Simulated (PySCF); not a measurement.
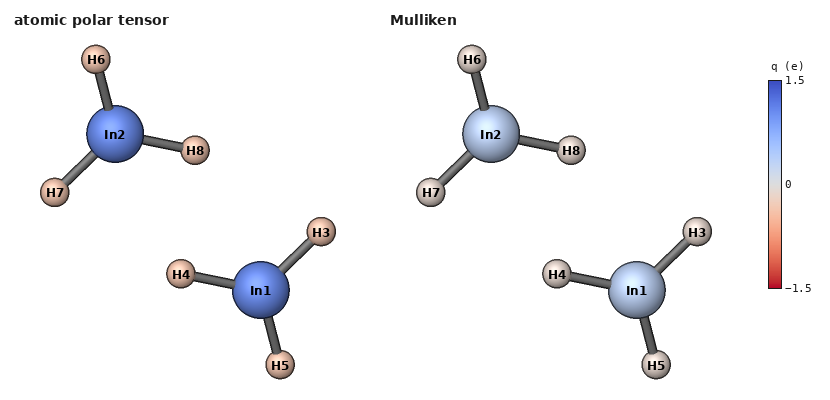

Atomic charges of one calculation by 2 schemes, on one colour scale. The computed geometry is a stationary point of PBE0/def2-TZVP with core potentials, a saddle point of order 2. Method: PBE0/def2-TZVP, core potentials on In (PySCF 2.14.0). The run warned: a mode under 25 cm-1 is near the numerical noise.

Which scheme gives the most polar picture (largest mean size of the charges)?

The atomic polar tensor charges are the largest in size here.

On which atom do the schemes disagree most?

On In1 (from 0.32 to 1.02 e); In2 (from 0.32 to 1.02 e).

List the charges (e), one line for each set of equivalent atoms.

| atom | atomic polar tensor | Mulliken |
| --- | --- | --- |
| In1, In2 | 1.02 | 0.32 |
| H3, H7 | −0.34 | −0.11 |
| H4, H8 | −0.34 | −0.11 |
| H5, H6 | −0.34 | −0.11 |
